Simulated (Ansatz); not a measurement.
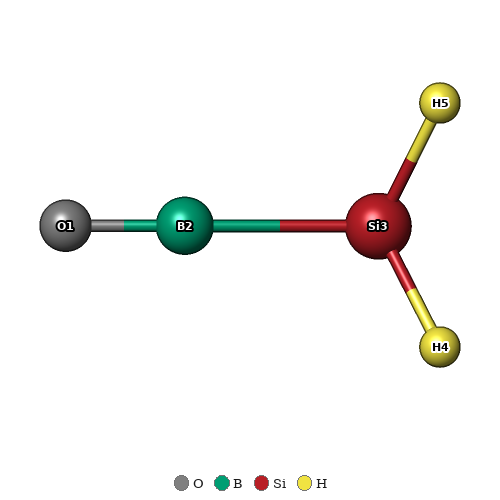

The system is BH₂OSi, SMILES [O]B=[SiH2], spin multiplicity 2; the picture shows the reference structure. 
- First axis: umbrella angle at Si3 (between each of its bonds and their common axis; 90 is planar). Second axis: change of the bonds Si3–B2, Si3–H4, Si3–H5, all alike.
- Nothing is relaxed (all other coordinates rigid).
- Grid: 13 × 13 points.
- Points are written as (first, second).
- Energies are in kcal/mol, from the relaxed molecule at the same level.
- Theory: Ansatz 0.2.0, UKS B3LYP-D4/def2-TZVP.

Its coordinates:

```yaml
atoms:
  - { symbol: O, position_ang: [-0.6752, -0.6731, 2.1878] }
  - { symbol: B, position_ang: [-0.3992, -0.3029, 1.0752] }
  - { symbol: Si, position_ang: [-0.0635, 0.3520, -0.7476] }
  - { symbol: H, position_ang: [0.1308, -0.7449, -1.7181] }
  - { symbol: H, position_ang: [1.0071, 1.3690, -0.7973] }
```

Range: umbrella angle at Si3 (between each of its bonds and their common axis; 90 is planar) from 62.1 to 117.9°; change of the bonds Si3–B2, Si3–H4, Si3–H5, all alike from −0.180 to 0.279 Å.

**What will the energy surface look like?**

The lowest grid point is at (104.0°, 0.011 Å), 0.22 kcal/mol from the relaxed molecule at the same level. A higher local minimum lies near (71.4°, 0.011 Å) (0.30 kcal/mol above the lowest at that grid point). The highest grid point, (90.0°, 0.279 Å), lies 39.4 kcal/mol above the lowest. On the interpolated surface the easiest way out of the lowest well to the well at about (74°, 0.00 Å) passes a barrier of about 2.6 kcal/mol, counted from the interpolated bottom of the well. Round the minimum the valley is somewhat tilted: raising the first coordinate shifts the best value of the second coordinate upwards (coupling k₁₂/√(k₁₁k₂₂) about −0.2).

```tsv
second ↓, first →	62.1	66.7	71.4	76.0	80.7	85.3	90.0	94.7	99.3	104.0	108.6	113.3	117.9
0.279	32.2	29.9	29.9	31.9	35.1	38.3	39.6	37.9	34.6	31.4	29.6	29.9	32.4
0.241	26.2	23.8	23.6	25.3	28.3	31.1	32.3	30.8	27.8	24.9	23.3	23.7	26.4
0.202	20.6	18.0	17.6	19.0	21.7	24.2	25.2	23.9	21.2	18.6	17.3	17.9	20.8
0.164	15.7	12.9	12.3	13.5	15.8	18.0	18.9	17.7	15.4	13.1	12.0	12.8	15.9
0.126	11.6	8.6	7.8	8.7	10.7	12.6	13.3	12.3	10.3	8.3	7.5	8.5	11.8
0.087	8.4	5.1	4.1	4.7	6.4	8.0	8.6	7.7	6.0	4.3	3.8	5.1	8.6
0.049	6.5	3.0	1.6	2.0	3.3	4.7	5.2	4.4	2.9	1.6	1.3	2.9	6.7
0.011	5.9	2.1	0.5	0.6	1.6	2.7	3.1	2.5	1.2	0.2	0.3	2.1	6.1
−0.027	7.0	3.0	1.1	0.8	1.5	2.4	2.7	2.1	1.2	0.5	0.8	2.9	7.2
−0.066	10.1	5.8	3.6	3.1	3.4	4.0	4.2	3.8	3.1	2.7	3.4	5.8	10.4
−0.104	15.5	10.9	8.4	7.6	7.6	8.0	8.1	7.8	7.3	7.2	8.2	11.0	15.8
−0.142	23.6	18.8	15.9	14.7	14.5	14.6	14.7	14.5	14.2	14.5	15.8	18.8	23.9
−0.180	34.8	29.7	26.6	25.1	24.6	24.5	24.4	24.3	24.3	24.8	26.5	29.8	35.1
```

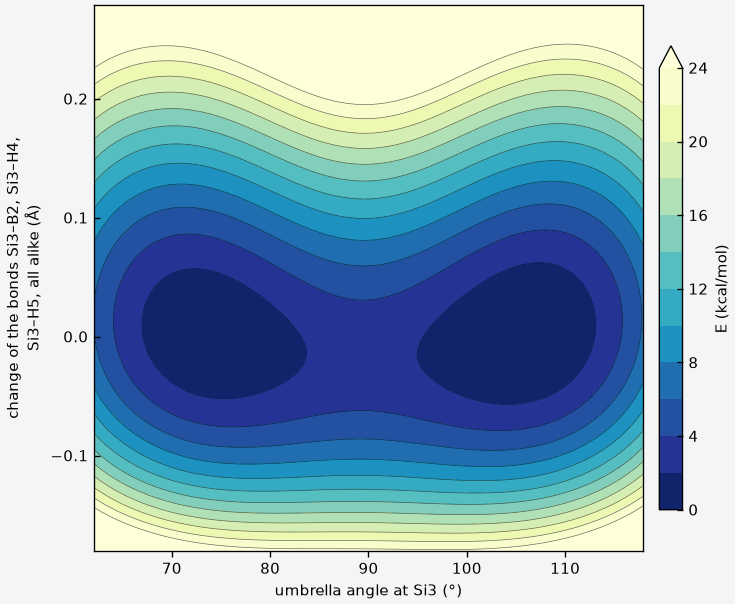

In the figure: filled contours, one colour for all values above the top of the scale. Between grid points the surface is interpolated.

Each point was launched as `ansatz run input.yaml --threads 1 --pin off --max-ram 2560MiB --backend cpu --events-out ev --progress --plain --runs-dir out`. The whole map (169 points run) took 12 min on 1 thread of Arm Neoverse V1, with other jobs on the host.
